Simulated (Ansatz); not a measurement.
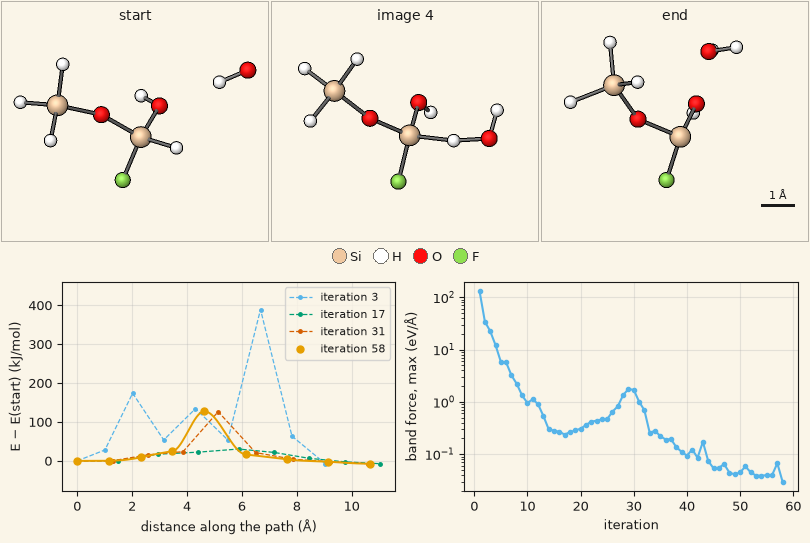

A nudged-elastic-band calculation for Si2H6O3F (multiplicity 2). Images are numbered from 0 (start) to 8 (end). The plot follows the band through its iterations. Style: ball-and-stick. Shown at a tilt.

Level of theory: Ansatz, UHF/def2-SVP. Run with 7 movable images; climbing image; force threshold 0.03 eV/Å; iteration limit 60; starting path through a guess of the saddle point.

Question: Did the band converge, and can the barrier be trusted?

Answer: The result is final at these settings. The band converged in 58 iterations. The largest component of the band force went from 130 to 0.029 eV/Å. The climbing image converged on the top of the path. Its vibrational analysis gives one imaginary mode (2628i cm⁻¹), as a transition state must have. The first iteration put the highest image at 2706.3 kJ/mol. The energy climbs by 127.6 kJ/mol to image 4 and then falls by 134.8 kJ/mol, so the end point sits at −7.2 kJ/mol.

Limits of the set-up: Hartree-Fock leaves out electron correlation.

The run took 15 min on 4 threads of Arm Neoverse V1 (shared host), peak memory 0.54 GiB.
